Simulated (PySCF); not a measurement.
# C₇H₇N₂: EPR calculation

C₇H₇N₂, multiplicity 2, computed with UKS B3LYP, pcH-1 on C H N, non-relativistic, mean-field spin-orbit, GIAO (PySCF 2.14.0).

It belongs to a series of runs on one base structure; here: H removed from sp3 C.

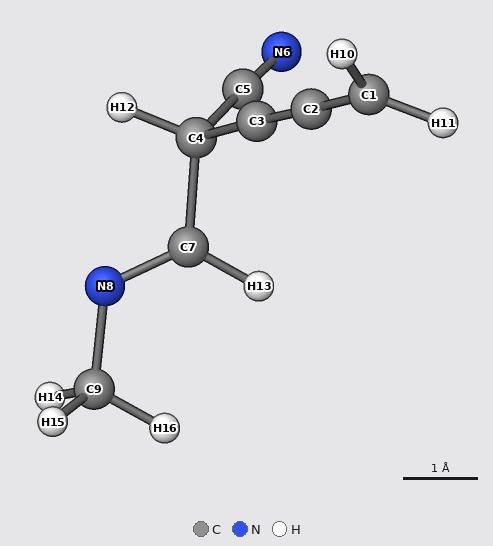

Figure 1. The input geometry (ball-and-stick view, seen at a tilt; atoms are numbered from 1 in the order of the input).

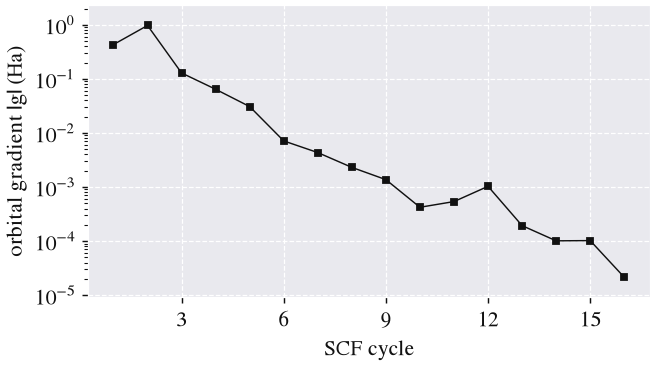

Figure 2. Convergence of the self-consistent field: orbital gradient |g| against the SCF cycle. All cycles printed in the log are drawn one after another.

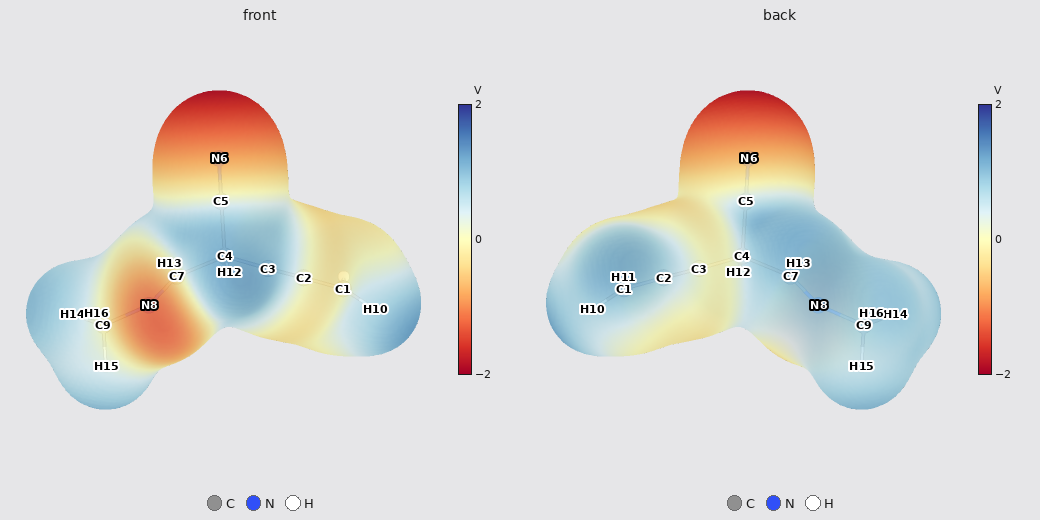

Figure 3. The molecular electrostatic potential painted on the density surface at 0.002 e/bohr³, seen at a tilt and from behind; red is negative and blue positive.

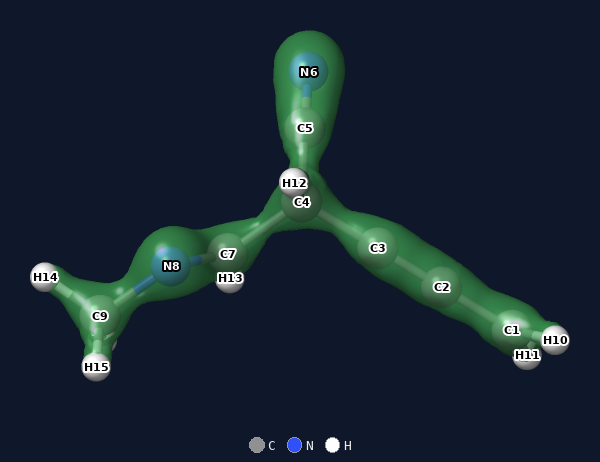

Figure 4. Isosurface of the electron density at 1.5 e/Å³ (green), seen face on. At this value the surface is in one piece. On the grid the lowest density along these lines, outside the cores, is 3.2 e/Å³ (C–N, 1.14 Å), 2.6 e/Å³ (C–C, 1.22 Å), 1.9 e/Å³ (C–H, 1.07 Å) and 2.6 e/Å³ (C–N, 1.25 Å).

These pictures come from the run below.

## The input
```
{"job": {"kind": "epr", "basis": "pcH-1"}, "charge": 0, "multiplicity": 2}
C      3.760650     0.431902    -0.019089
C      2.497636     0.029454     0.230264
C      1.360341    -0.366618     0.441431
C     -0.002709    -0.775211     0.719534
C     -0.261132    -0.580887     2.135571
N     -0.449161    -0.401085     3.247743
C     -0.975315     0.068426    -0.074286
N     -1.793034    -0.490983    -0.837342
C     -2.720997     0.266999    -1.610877
H      4.498609    -0.263971    -0.374435
H      4.049600     1.454472     0.142626
H     -0.158471    -1.831924     0.467144
H     -0.890358     1.154418     0.068062
H     -3.726363    -0.059563    -1.342909
H     -2.562492     0.021635    -2.661546
H     -2.634403     1.351881    -1.466157
```

The first line tells a small driver script what to run in PySCF; the rest is the geometry in Å.

Command:
```bash
OMP_NUM_THREADS=1 python <driver script> task.json out
```

## The program's output
```
UKS, coarse grid
  cycle   1  E = -380.23924227  |g| = 4.33e-01
  cycle   2  E = -379.90467638  |g| = 9.76e-01
  cycle   3  E = -380.32229116  |g| = 1.29e-01
  cycle   4  E = -380.32906785  |g| = 6.44e-02
  cycle   5  E = -380.33085032  |g| = 3.08e-02
  cycle   6  E = -380.33132149  |g| = 7.13e-03
  cycle   7  E = -380.33135723  |g| = 4.34e-03
  cycle   8  E = -380.33137227  |g| = 2.31e-03
  cycle   9  E = -380.33137753  |g| = 1.37e-03
  cycle  10  E = -380.33137871  |g| = 4.22e-04
UKS, final grid
  cycle   1  E = -380.33136249  |g| = 5.38e-04
  cycle   2  E = -380.33136223  |g| = 1.03e-03
  cycle   3  E = -380.33136269  |g| = 1.93e-04
  cycle   4  E = -380.33136271  |g| = 1.01e-04
  cycle   5  E = -380.33136273  |g| = 1.02e-04
  cycle   6  E = -380.33136274  |g| = 2.14e-05
E = -380.33136274 Eh   <S^2> = 0.7689 (exact 0.7500)
g shifts (ppm)      1          2          3
  rmc          -149       -149       -149
  gc             -0         25         38
  oz_so          35        687        932
  total        -114        564        821
hyperfine (MHz)  atom isotope    a_iso     a_fc   dipolar eigenvalues
    0   13C      63.08      63.08    -60.46    -59.42    119.88
    1   13C     -65.93     -65.93    -21.24     -1.64     22.88
    2   13C      48.70      48.70    -46.39    -34.86     81.25
    3   13C     -15.92     -15.92     -1.02      0.34      0.67
    4   13C      43.98      43.98     -2.09     -1.68      3.76
    5   14N       0.43       0.43     -0.86     -0.37      1.23
    6   13C      31.42      31.42     -2.60     -1.76      4.35
    7   14N       2.11       2.11     -0.83     -0.35      1.17
    8   13C       2.06       2.06     -0.36     -0.22      0.58
    9    1H     -52.79     -52.79    -27.98     -0.91     28.90
   10    1H     -52.68     -52.68    -28.07     -0.89     28.96
   11    1H       6.41       6.41     -2.96     -2.37      5.33
   12    1H      -0.45      -0.45     -2.21     -1.37      3.57
   13    1H       0.71       0.71     -0.49     -0.44      0.93
   14    1H       1.63       1.63     -0.50     -0.34      0.84
   15    1H      -0.11      -0.11     -0.57     -0.39      0.95
```

## Results in brief

- outcome: converged
- total energy: −380.331363 hartree
- ⟨S²⟩: 0.769
- isotropic g: 2.0027
- hardware: 1 CPU thread, shared host
- wall time: 95 s
- peak memory: 1.1 GiB
